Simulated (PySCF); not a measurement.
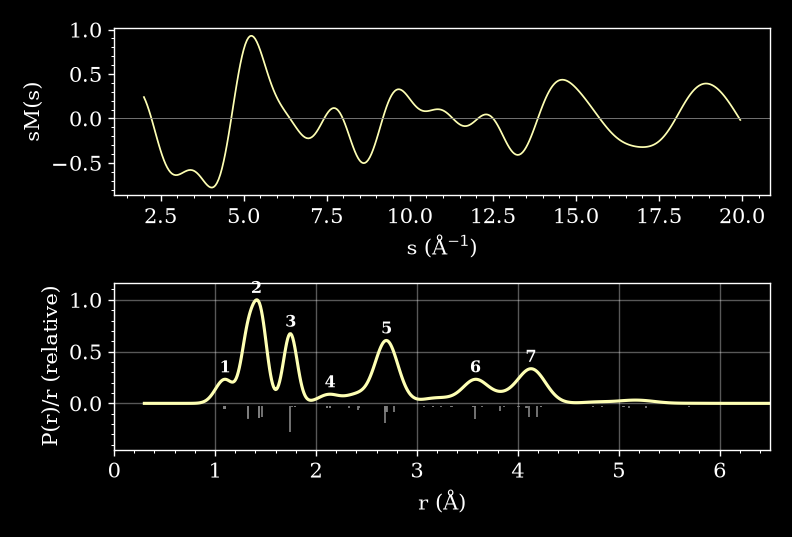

Simulated gas electron diffraction: reduced molecular intensity sM(s) from the Debye equation in the first Born approximation (top) and the radial distribution curve (bottom) of C₅H₅Cl. Each pair of atoms contributes with weight ZᵢZⱼ/r (bars below the curve); damping constant 0.001 Å²; vibrational amplitudes assumed, not computed: 0.05 Å for bonds, 0.078 Å for bonds to H, 0.06 + 0.015 r up to 0.15 Å for other pairs. The geometry is the end point of an optimisation (PBE0-D3(BJ)/def2-SVP geometry optimisation, gas phase (PySCF)); it may be a saddle point or a higher isomer. SMILES: CC1=CC/1=C/Cl.

Which pairs of atoms lie under the numbered peaks? Mark bonded pairs by – and others by ···.

Peak 1, 1.10 Å: C–H 1.09–1.10 Å (×5)
Peak 2, 1.41 Å: C–C 1.32–1.47 Å (×5), not resolved
Peak 3, 1.75 Å: Cl–C 1.75 Å
Peak 4, 2.14 Å: C···H 2.11–2.14 Å (×4)
Peak 5, 2.70 Å: C···C 2.68–2.78 Å (×4), Cl···C 2.68 Å, not resolved
Peak 6, 3.58 Å: C···H 3.34–3.58 Å (×6), Cl···C 3.58 Å, C···C 3.82 Å, not resolved; in its flanks C···H 3.07–3.24 Å
Peak 7, 4.13 Å: Cl···H 4.08–4.09 Å (×2), Cl···C 4.11–4.19 Å (×2), not resolved
